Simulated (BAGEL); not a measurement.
**C2HCl2F (SMILES FC=C(Cl)Cl) at HF/6-31G(d) (density fitting with cc-pvqz-jkfit, spherical functions)**

Aim: the energy change on altering one bond length of C2HCl2F at HF/6-31G* (density fitting with cc-pvqz-jkfit, spherical functions), from 2 runs. 

Program for the calculation: BAGEL 1.2.2.

## Step 1: The molecule

The species is C2HCl2F (6 atoms), meant as a singlet with charge 0. SMILES: `FC=C(Cl)Cl`. The coordinates come from a PBE0-D4/def2-TZVP relaxation.

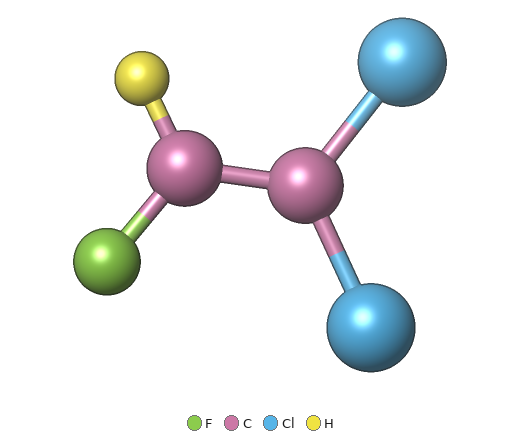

Viewed from a chosen angle; fluorine green, carbon pink, chlorine blue, hydrogen yellow.

## Step 2: A single-point energy at HF/6-31G(d) (density fitting with cc-pvqz-jkfit, spherical functions)

File calc.json:

```json
{ "bagel": [

{
  "title": "molecule",
  "basis": "6-31gs.json",
  "df_basis": "cc-pvqz-jkfit",
  "angstrom": true,
  "geometry": [
    { "atom": "F", "xyz": [       0.369860,      -1.453540,       1.016570 ] },
    { "atom": "C", "xyz": [       0.335170,      -0.183710,       0.639080 ] },
    { "atom": "C", "xyz": [      -0.249490,       0.193990,      -0.489960 ] },
    { "atom": "Cl", "xyz": [      -1.002700,      -0.907170,      -1.549080 ] },
    { "atom": "Cl", "xyz": [      -0.269610,       1.845290,      -0.936840 ] },
    { "atom": "H", "xyz": [       0.816790,       0.505150,       1.320220 ] }
  ]
},

{
  "title": "hf"
},

{
  "title": "print",
  "file": "orbitals.molden",
  "orbitals": true
}

]}
```

The basis set 6-31G* is read from a file made from the Basis Set Exchange's data (not shown).

The run is started by

```sh
$ BAGEL_NUM_THREADS=1 BAGEL calc.json > calc.out
```

The log of the run:

```text
* using 1 threads per process

  ===============================================================
  ===============================================================

  *** Geometry ***

  { "atom" : "F", "xyz" : [      0.698934,     -2.746793,      1.921039 ] },
  { "atom" : "C", "xyz" : [      0.633380,     -0.347162,      1.207686 ] },
  { "atom" : "C", "xyz" : [     -0.471468,      0.366588,     -0.925890 ] },
  { "atom" : "Cl", "xyz" : [     -1.894828,     -1.714303,     -2.927337 ] },
  { "atom" : "Cl", "xyz" : [     -0.509489,      3.487093,     -1.770371 ] },
  { "atom" : "H", "xyz" : [      1.543509,      0.954595,      2.494854 ] },

  Number of auxiliary basis functions:      665

  Since a DF basis is specified, we compute 2- and 3-index integrals:
    o Being stored without compression. Storage requirement is 0.034 GB

  Number of basis functions:       80
  Number of electrons      :       56

    * METHOD: MOLECULE                             0.46

  *** RHF ***

  === Nuclear Repulsion ===
   265.2574916625

      * DIIS with orbital gradients will be used.

  === RHF iteration (6-31gs.json) ===
      0      -1094.54638988          0.01446044           0.14
      1      -1094.62270506          0.00918105           0.14
      2      -1094.65946687          0.00156780           0.14
      3      -1094.66143210          0.00039177           0.14
      4      -1094.66153338          0.00013915           0.13
      5      -1094.66155624          0.00004981           0.13
      6      -1094.66155870          0.00000890           0.13
      7      -1094.66155881          0.00000363           0.13
      8      -1094.66155882          0.00000121           0.13
      9      -1094.66155882          0.00000064           0.13
     10      -1094.66155882          0.00000017           0.13
     11      -1094.66155882          0.00000006           0.13
     12      -1094.66155882          0.00000002           0.13
     13      -1094.66155882          0.00000001           0.13
    * SCF iteration converged.

    * Permanent dipole moment:
           (   -0.280254,    -0.352658,    -0.408367) a.u.

    * METHOD: HF                                   2.08

    * METHOD: PRINT                                0.01

  ===============================================================
```

Run time: 2.7 s. Hardware: 1 thread of Arm Neoverse V2, shared host; peak memory 0.14 GiB.

## Step 3: The distorted shape, same level

File input.json:

```json
{ "bagel" : [

{
  "title" : "molecule",
  "basis" : "6-31gs.json",
  "df_basis" : "cc-pvqz-jkfit",
  "angstrom" : true,
  "geometry" : [
    { "atom" : "F", "xyz" : [       0.385956,      -2.774607,       1.374081 ] },
    { "atom" : "C", "xyz" : [       0.351266,      -1.504777,       0.996591 ] },
    { "atom" : "C", "xyz" : [      -0.233394,      -1.127077,      -0.132449 ] },
    { "atom" : "Cl", "xyz" : [      -0.986604,      -2.228237,      -1.191569 ] },
    { "atom" : "Cl", "xyz" : [      -0.269610,       1.845290,      -0.936840 ] },
    { "atom" : "H", "xyz" : [       0.832886,      -0.815917,       1.677731 ] }
  ]
},

{ "title" : "hf" },

{ "title" : "print", "file" : "orbitals.molden", "orbitals" : true }

]}
```

The basis set 6-31G* is read from a file made from the Basis Set Exchange's data (not shown).

The run is started by

```sh
$ BAGEL_NUM_THREADS=1 BAGEL input.json > input.out
```

The log of the run:

```text
* using 1 threads per process

  ===============================================================
  ===============================================================

  *** Geometry ***

  { "atom" : "F", "xyz" : [      0.729351,     -5.243247,      2.596637 ] },
  { "atom" : "C", "xyz" : [      0.663797,     -2.843616,      1.883284 ] },
  { "atom" : "C", "xyz" : [     -0.441051,     -2.129867,     -0.250292 ] },
  { "atom" : "Cl", "xyz" : [     -1.864411,     -4.210758,     -2.251739 ] },
  { "atom" : "Cl", "xyz" : [     -0.509489,      3.487093,     -1.770371 ] },
  { "atom" : "H", "xyz" : [      1.573926,     -1.541860,      3.170452 ] },

  Number of auxiliary basis functions:      665

  Since a DF basis is specified, we compute 2- and 3-index integrals:
    o Being stored without compression. Storage requirement is 0.034 GB

  Number of basis functions:       80
  Number of electrons      :       56

    * METHOD: MOLECULE                             0.45

  *** RHF ***

  === Nuclear Repulsion ===
   222.8401228135

      * DIIS with orbital gradients will be used.

  === RHF iteration (6-31gs.json) ===
      0      -1094.25139440          0.01700801           0.14
      1      -1094.19075892          0.02090079           0.13
      2      -1094.46846444          0.00336205           0.13
      3      -1094.47691623          0.00144832           0.13
      4      -1094.47870708          0.00034152           0.13
      5      -1094.47896304          0.00013379           0.13
      6      -1094.47899623          0.00004151           0.13
      7      -1094.47899996          0.00001653           0.13
      8      -1094.47900062          0.00000659           0.14
      9      -1094.47900079          0.00000381           0.14
     10      -1094.47900088          0.00000251           0.13
     11      -1094.47900091          0.00000180           0.13
     12      -1094.47900094          0.00000086           0.13
     13      -1094.47900094          0.00000037           0.13
     14      -1094.47900094          0.00000014           0.14
     15      -1094.47900094          0.00000006           0.14
     16      -1094.47900094          0.00000002           0.14
     17      -1094.47900094          0.00000001           0.14
     18      -1094.47900094          0.00000001           0.14
    * SCF iteration converged.

    * Permanent dipole moment:
           (   -0.231619,     1.820103,    -0.863420) a.u.

    * METHOD: HF                                   2.77

    * METHOD: PRINT                                0.01

  ===============================================================
```

Wall time 3.6 s (1 thread of Arm Neoverse V2, shared host); peak memory 0.14 GiB.

## Step 4: Results

Level: HF/6-31G* (density fitting with cc-pvqz-jkfit, spherical functions).

| quantity | value |
| --- | --- |
| first shape: total energy | -1094.66156 Eh |
| first shape: dipole moment | 1.55 D |
| first shape: HOMO energy | -10.10 eV |
| first shape: LUMO energy | 3.94 eV |
| first shape: HOMO–LUMO gap | 14.04 eV |
| distorted shape: total energy | -1094.47900 Eh |
| distorted shape: dipole moment | 5.15 D |
| distorted shape: HOMO energy | -10.33 eV |
| distorted shape: LUMO energy | -2.86 eV |
| distorted shape: HOMO–LUMO gap | 7.47 eV |
| energy change with the C3–Cl5 bond stretched from 1.711 to 3.080 Å | 4.968 eV |

One bond (distorted shape) is far stretched, which a spin-restricted single reference describes badly; a broken-symmetry solution may lie lower. With the C3–Cl5 bond stretched from 1.711 to 3.080 Å the energy rises by 4.97 eV (479 kJ/mol). The first shape isn't relaxed at this level, so the change isn't measured from a minimum. A restricted reference can't describe the breaking bond well at this length.
